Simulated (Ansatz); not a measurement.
# Geometry relaxation of CH₃BN

The run: geometry relaxation of CH₃BN, multiplicity 2. Method and program: UKS PBE0-D4/def2-TZVP (Ansatz 0.2.0).

Figures and captions count atoms from 1; the log counts them from 0 in places.

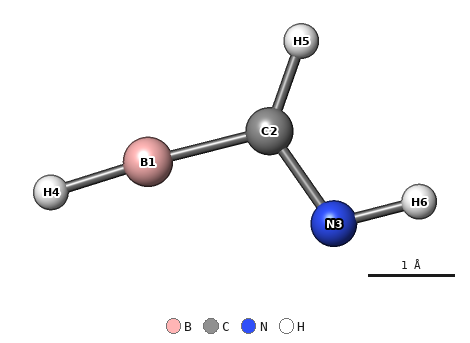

The input geometry (ball-and-stick view, seen on its broad side; atoms are numbered from 1 in the order of the input).

### Input file
```yaml
crystal:
  periodic: [false, false, false]
  atoms:
    - {symbol: B, position_ang: [-1.051712, 0.108485, -0.660367]}
    - {symbol: C, position_ang: [0.325017, 0.104273, -0.139377]}
    - {symbol: N, position_ang: [0.373110, -0.383653, 1.094537]}
    - {symbol: H, position_ang: [-2.190303, 0.085698, -1.022667]}
    - {symbol: H, position_ang: [1.201161, 0.470399, -0.727669]}
    - {symbol: H, position_ang: [1.342727, -0.385202, 1.455542]}
basis:
  gaussian: {orbitals: def2-TZVP}
magnetization: {spin_polarized: true, initial_magnetization: 1}
hamiltonian: {xc: pbe0, dispersion: d4}
relax: {f_tol: 0.005, max_steps: 200}
```

Launched with:
```bash
ansatz run in.yaml --threads 2 --pin off --events-out ev --progress --plain --max-ram 4352MiB
```

### The program's output
```
Functional definition: PBE0
  name "PBE0"
  cite "Adamo & Barone, J. Chem. Phys. 110, 6158 (1999) doi:10.1063/1.478522"
  cite "Perdew, Burke & Ernzerhof, Phys. Rev. Lett. 77, 3865 (1996) doi:10.1103/PhysRevLett.77.3865"
  parent pbe
  parameter a = 0.25
  parameter kappa = 0.804
  parameter beta = 0.06672455060314922
  exchange = (1 - a)*pbe_x(kappa = kappa, mu = beta*pi^2/3) + a*exact_x
  correlation = pbe_c(beta = beta)
636 factors; their error is unknown
mean field evaluation 1: about -3238.0553 eV, gradient 4.0e1 eV
mean field evaluation 2: about -3168.4741 eV, gradient 9.8e1 eV
mean field evaluation 4: about -3245.3610 eV, gradient 8.1e0 eV
mean field evaluation 8: about -3245.7555 eV, gradient 1.2e-1 eV
mean field evaluation 16: about -3245.7538 eV, gradient 3.6e-3 eV
mean field -3245.75376201 eV, -119.2792507031 hartree, gradient 4.2e-5 eV, S^2 0.777994; 2 other end points of the search recorded, 0 dependent functions left out
the calculation of the forces begins
reference -3245.75379152 eV, -119.2792517876 hartree; 11, 10 occupied and 100, 101 virtual orbitals, 636 factors
relax step   1: F+E_penalty+E_count = -3245.81574004 eV  Δ(F+E_penalty+E_count) = +0.000e0 eV  max|allowed force component| = 7.336e-1 eV/Å  Δτ_max = 0.0000 Å  (49 SCF iters, accepted)
these checks for a lower state are left out or cut short: starts, cluster_reference, orbital_swaps, neighbouring_geometries, increment
636 factors; their error is unknown
mean field evaluation 32: about -3245.7831 eV, gradient 1.3e-4 eV
mean field -3245.78306307 eV, -119.2803274969 hartree, gradient 1.2e-5 eV, S^2 0.777026; 0 other end points of the search recorded, 0 dependent functions left out
[... from here on the field's lines of each further geometry are left out, up to the last ...]
relax step   2: F+E_penalty+E_count = -3245.84512912 eV  Δ(F+E_penalty+E_count) = -2.939e-2 eV  max|allowed force component| = 3.324e-1 eV/Å  Δτ_max = 0.0281 Å  (39 SCF iters, accepted)
relax step   3: F+E_penalty+E_count = -3245.85171572 eV  Δ(F+E_penalty+E_count) = -6.587e-3 eV  max|allowed force component| = 1.288e-1 eV/Å  Δτ_max = 0.0219 Å  (41 SCF iters, accepted)
relax step   4: F+E_penalty+E_count = -3245.85662312 eV  Δ(F+E_penalty+E_count) = -4.907e-3 eV  max|allowed force component| = 1.851e-1 eV/Å  Δτ_max = 0.0313 Å  (41 SCF iters, accepted)
relax step   5: F+E_penalty+E_count = -3245.87595403 eV  Δ(F+E_penalty+E_count) = -1.933e-2 eV  max|allowed force component| = 1.561e-1 eV/Å  Δτ_max = 0.1043 Å  (40 SCF iters, accepted)
relax step   6: F+E_penalty+E_count = -3245.88293237 eV  Δ(F+E_penalty+E_count) = -6.978e-3 eV  max|allowed force component| = 1.875e-1 eV/Å  Δτ_max = 0.0664 Å  (39 SCF iters, accepted)
relax step   7: F+E_penalty+E_count = -3245.85250324 eV  Δ(F+E_penalty+E_count) = +3.043e-2 eV  max|allowed force component| = 8.783e-1 eV/Å  Δτ_max = 0.1902 Å  (42 SCF iters, rejected (line search))
relax step   8: F+E_penalty+E_count = -3245.88723706 eV  Δ(F+E_penalty+E_count) = -4.305e-3 eV  max|allowed force component| = 2.788e-1 eV/Å  Δτ_max = 0.0576 Å  (38 SCF iters, accepted)
relax step   9: F+E_penalty+E_count = -3245.89057207 eV  Δ(F+E_penalty+E_count) = -3.335e-3 eV  max|allowed force component| = 8.292e-2 eV/Å  Δτ_max = 0.0419 Å  (39 SCF iters, accepted)
relax step  10: F+E_penalty+E_count = -3245.89102506 eV  Δ(F+E_penalty+E_count) = -4.530e-4 eV  max|allowed force component| = 8.034e-2 eV/Å  Δτ_max = 0.0275 Å  (36 SCF iters, accepted)
relax step  11: F+E_penalty+E_count = -3245.89116495 eV  Δ(F+E_penalty+E_count) = -1.399e-4 eV  max|allowed force component| = 2.238e-2 eV/Å  Δτ_max = 0.0052 Å  (39 SCF iters, accepted)
relax step  12: F+E_penalty+E_count = -3245.89117967 eV  Δ(F+E_penalty+E_count) = -1.472e-5 eV  max|allowed force component| = 5.329e-3 eV/Å  Δτ_max = 0.0015 Å  (30 SCF iters, accepted)
the calculation of the forces begins
reference -3245.82987869 eV, -119.2820479393 hartree; 11, 10 occupied and 100, 101 virtual orbitals, 636 factors
relax step  13: F+E_penalty+E_count = -3245.89118184 eV  Δ(F+E_penalty+E_count) = -2.171e-6 eV  max|allowed force component| = 1.758e-3 eV/Å  Δτ_max = 0.0010 Å  (29 SCF iters, accepted)
636 factors; their error is unknown
mean field evaluation 128: about -3245.8298 eV, gradient 7.3e-3 eV
```

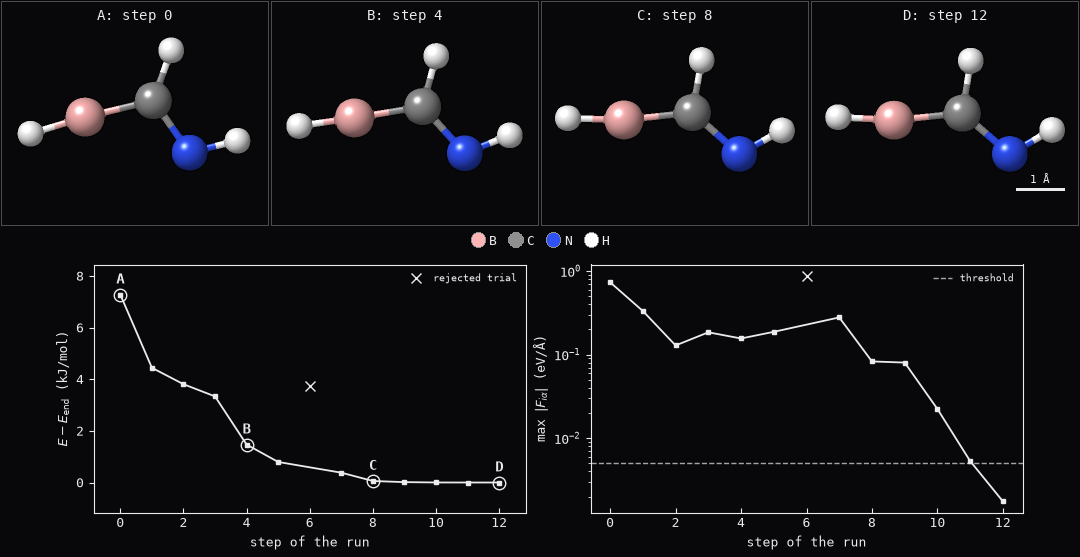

Frames of the relaxation (ball-and-stick view, seen on its broad side) above the curves, on which the letters mark them (the first geometry is step 0 here and step 1 in the log).

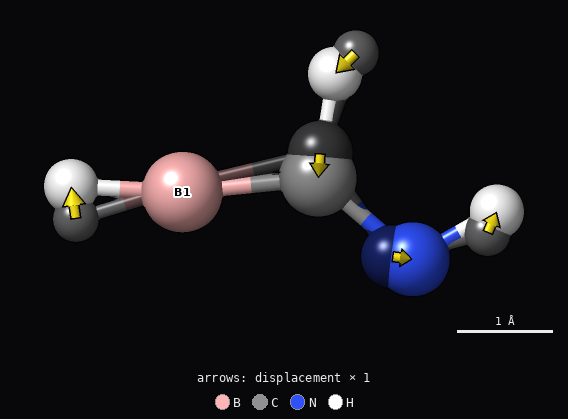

Start (faint) and end (solid) with the displacements as yellow arrows, at true length (ball-and-stick view, seen on its broad side). The two geometries are laid on each other by the best rigid fit. The largest move after the best rigid fit is that of H4, 0.35 Å. Largest moves by element: H 0.35 Å, C 0.27 Å, N 0.22 Å, B 0.07 Å. Among the contacts that change: B1–C2 1.472 → 1.440 Å, B1–H4 1.195 → 1.174 Å, C2–N3 1.328 → 1.310 Å, N3–H6 1.035 → 1.019 Å. Among the angles that change: B1–C2–N3 111.3° → 133.6°, B1–C2–H5 123.1° → 104.8°, C2–B1–H4 176.7° → 171.1°. The energy falls by 7.28 kJ/mol in 12 geometry steps. The largest force component goes from 0.73 to 0.0018 eV/Å. The line search rejected the trial step at point 6 (counted from 0) and went back. (Atoms are counted from 1 in the order of the input.)

```
mean field -3245.82984966 eV, -119.2820468727 hartree, gradient 2.2e-5 eV, S^2 0.776285; 3 other end points of the search recorded, 0 dependent functions left out
the calculation of the forces begins
reference -3245.82987869 eV, -119.2820479393 hartree; 11, 10 occupied and 100, 101 virtual orbitals, 636 factors
Total energy: -3245.89121086 eV, -119.2843018551 hartree
Atom 0 at    -1.105238     0.086634    -0.622979 Å, force    -0.001758     0.000032    -0.001022 eV/Å
Atom 1 at     0.166183     0.005170     0.048262 Å, force     0.001742     0.000545    -0.000213 eV/Å
Atom 2 at     0.537955    -0.413095     1.232969 Å, force     0.000135    -0.000768     0.001639 eV/Å
Atom 3 at    -2.047784     0.221884    -1.309704 Å, force     0.000466     0.000059     0.000179 eV/Å
Atom 4 at     0.903010     0.406429    -0.686155 Å, force    -0.000380    -0.000137    -0.000021 eV/Å
Atom 5 at     1.545875    -0.307021     1.337606 Å, force    -0.000204     0.000269    -0.000562 eV/Å
Dipole moment:     0.026303     0.184885    -0.453775 e Å
```

### Trajectory as extended XYZ (Å, eV, eV/Å), 13 frames, from step=1 to step=13
```
6
Properties=species:S:1:pos:R:3:forces:R:3 step=1 energy=-3245.81574
B    -1.0517    0.1085   -0.6604    0.1434   0.0307  -0.0222
C     0.3250    0.1043   -0.1394   -0.3262  -0.0433  -0.0112
N     0.3731   -0.3837    1.0945    0.7336   0.2264  -0.2964
H    -2.1903    0.0857   -1.0227    0.5197   0.0166   0.1505
H     1.2012    0.4704   -0.7277   -0.5031  -0.2396   0.4098
H     1.3427   -0.3852    1.4555   -0.5674   0.0093  -0.2305
6
Properties=species:S:1:pos:R:3:forces:R:3 step=2 energy=-3245.84513
B    -1.0472    0.1086   -0.6588    0.0817   0.0279  -0.0380
C     0.3142    0.1008   -0.1342   -0.2404  -0.0399   0.0026
N     0.3792   -0.3825    1.0931    0.3324   0.0656  -0.0366
H    -2.1676    0.0900   -1.0250    0.1360   0.0122   0.0202
H     1.1784    0.4614   -0.7139   -0.1282  -0.0660   0.1205
H     1.3429   -0.3782    1.4388   -0.1815   0.0002  -0.0687
6
Properties=species:S:1:pos:R:3:forces:R:3 step=3 energy=-3245.85172
B    -1.0483    0.1079   -0.6584    0.0052   0.0226  -0.0609
C     0.3029    0.0940   -0.1268   -0.1288  -0.0391   0.1018
N     0.3900   -0.3831    1.0991    0.0636  -0.0202   0.0482
H    -2.1575    0.0977   -1.0385   -0.0211   0.0110  -0.0382
H     1.1598    0.4556   -0.7039    0.0394   0.0153  -0.0475
H     1.3531   -0.3721    1.4287    0.0416   0.0103  -0.0034
6
Properties=species:S:1:pos:R:3:forces:R:3 step=4 energy=-3245.85662
B    -1.0548    0.1087   -0.6570   -0.0357   0.0364  -0.0633
C     0.2861    0.0966   -0.1073   -0.0281  -0.1851   0.1430
N     0.4063   -0.3874    1.1129   -0.0652   0.0161   0.0852
H    -2.1508    0.1057   -1.0680   -0.0724   0.0195  -0.0582
H     1.1376    0.4439   -0.6977    0.0807   0.1102  -0.1072
H     1.3756   -0.3675    1.4171    0.1207   0.0028   0.0004
6
Properties=species:S:1:pos:R:3:forces:R:3 step=5 energy=-3245.87595
B    -1.0720    0.1048   -0.6536   -0.0363  -0.0191   0.0539
C     0.2448    0.0610   -0.0502   -0.1115  -0.0972   0.0752
N     0.4578   -0.3990    1.1638   -0.1106  -0.0108   0.0460
H    -2.1268    0.1480   -1.1604   -0.0466   0.0310  -0.0876
H     1.0513    0.4325   -0.6959    0.1490   0.0707  -0.0695
H     1.4449   -0.3473    1.3964    0.1561   0.0254  -0.0179
6
Properties=species:S:1:pos:R:3:forces:R:3 step=6 energy=-3245.88293
B    -1.0875    0.0950   -0.6351    0.0753   0.0254  -0.0329
C     0.2226    0.0423   -0.0214   -0.1875  -0.0887   0.1312
N     0.4840   -0.4035    1.1870   -0.0319  -0.0136   0.0337
H    -2.1001    0.1751   -1.2148   -0.1117   0.0059  -0.0548
H     1.0019    0.4265   -0.6981    0.1445   0.0459  -0.0523
H     1.4792   -0.3353    1.3824    0.1113   0.0252  -0.0249
6
Properties=species:S:1:pos:R:3:forces:R:3 step=7 energy=-3245.85250 accepted=F
B    -1.1244    0.0873   -0.6250    0.0594  -0.0057   0.0253
C     0.1354   -0.0141    0.0873    0.0030  -0.1800   0.4358
N     0.5754   -0.4231    1.2729    0.1482   0.3766  -0.8783
H    -2.0451    0.2489   -1.3812    0.5505  -0.0934   0.4466
H     0.8568    0.3906   -0.6671   -0.0897  -0.0074  -0.0069
H     1.6021   -0.2897    1.3132   -0.6714  -0.0902  -0.0226
6
Properties=species:S:1:pos:R:3:forces:R:3 step=8 energy=-3245.88724
B    -1.0965    0.0922   -0.6318   -0.0688   0.0097  -0.0440
C     0.1899    0.0208    0.0199    0.0615   0.1271  -0.2788
N     0.5066   -0.4082    1.2140    0.1541  -0.0621   0.1814
H    -2.0798    0.1972   -1.2639    0.0049   0.0078  -0.0172
H     0.9663    0.4137   -0.6786   -0.1536  -0.0509   0.0557
H     1.5135   -0.3157    1.3404    0.0019  -0.0316   0.1028
6
Properties=species:S:1:pos:R:3:forces:R:3 step=9 energy=-3245.89057
B    -1.1037    0.0894   -0.6268   -0.0172   0.0019  -0.0124
C     0.1752    0.0107    0.0381    0.0229   0.0366  -0.0825
N     0.5288   -0.4121    1.2274    0.0829   0.0094   0.0057
H    -2.0635    0.2134   -1.2965    0.0693  -0.0047   0.0384
H     0.9254    0.4099   -0.6865   -0.0761  -0.0345   0.0578
H     1.5379   -0.3113    1.3443   -0.0819  -0.0088  -0.0070
6
Properties=species:S:1:pos:R:3:forces:R:3 step=10 energy=-3245.89102
B    -1.1049    0.0873   -0.6220   -0.0073  -0.0029   0.0017
C     0.1659    0.0043    0.0503   -0.0803  -0.0036  -0.0194
N     0.5392   -0.4133    1.2332    0.0065  -0.0179   0.0502
H    -2.0450    0.2225   -1.3120   -0.0010   0.0008  -0.0017
H     0.8983    0.4054   -0.6854    0.0575   0.0246  -0.0394
H     1.5466   -0.3062    1.3360    0.0248  -0.0010   0.0087
6
Properties=species:S:1:pos:R:3:forces:R:3 step=11 energy=-3245.89117
B    -1.1061    0.0870   -0.6228    0.0224  -0.0004   0.0108
C     0.1657    0.0055    0.0484    0.0046  -0.0030   0.0088
N     0.5383   -0.4126    1.2331   -0.0150  -0.0025  -0.0041
H    -2.0475    0.2215   -1.3103   -0.0121   0.0012  -0.0066
H     0.9033    0.4062   -0.6851   -0.0043   0.0019  -0.0083
H     1.5463   -0.3075    1.3368    0.0044   0.0029  -0.0006
6
Properties=species:S:1:pos:R:3:forces:R:3 step=12 energy=-3245.89118
B    -1.1051    0.0871   -0.6230    0.0012  -0.0009   0.0014
C     0.1667    0.0054    0.0478   -0.0041  -0.0012  -0.0001
N     0.5375   -0.4133    1.2328    0.0029   0.0039  -0.0053
H    -2.0483    0.2213   -1.3091    0.0005   0.0004  -0.0003
H     0.9039    0.4066   -0.6864    0.0002  -0.0006   0.0032
H     1.5454   -0.3071    1.3379   -0.0007  -0.0015   0.0011
6
Properties=species:S:1:pos:R:3:forces:R:3 step=13 energy=-3245.89118
B    -1.1052    0.0866   -0.6230   -0.0018   0.0000  -0.0010
C     0.1662    0.0052    0.0483    0.0017   0.0005  -0.0002
N     0.5380   -0.4131    1.2330    0.0001  -0.0008   0.0016
H    -2.0478    0.2219   -1.3097    0.0005   0.0001   0.0002
H     0.9030    0.4064   -0.6862   -0.0004  -0.0001   0.0000
H     1.5459   -0.3070    1.3376   -0.0002   0.0003  -0.0006
```

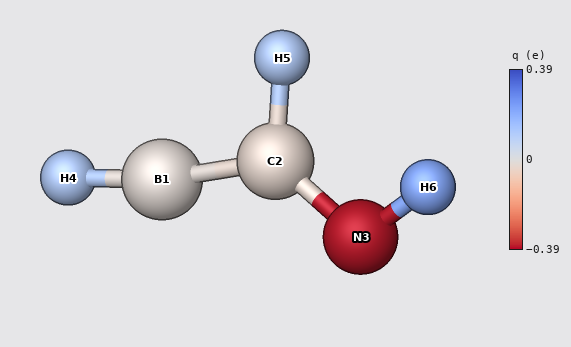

Mulliken charges, as the colour of each atom (ball-and-stick view, seen at a tilt; atoms are numbered from 1 in the order of the input). By element: B −0.02, C −0.03, N −0.37 and H +0.11 to +0.21 e.

### Summary

| quantity | value |
| --- | --- |
| outcome | converged |
| total energy | −3245.8912 eV |
| mean-field energy | −3245.8299 eV |
| dispersion energy | −0.0613 eV |
| ⟨S²⟩ | 0.776 |
| SCF solution under orbital rotations | stable |
| largest force (length of the vector) at the end | 0.002 eV/Å |
| dipole moment | 2.36 D |
| hardware | 2 threads of Intel Xeon @ 2.90GHz, 11 GiB of memory available, shared host |
| wall time | 23 s (CPU time 43 s) |
| peak memory | 0.21 GiB |
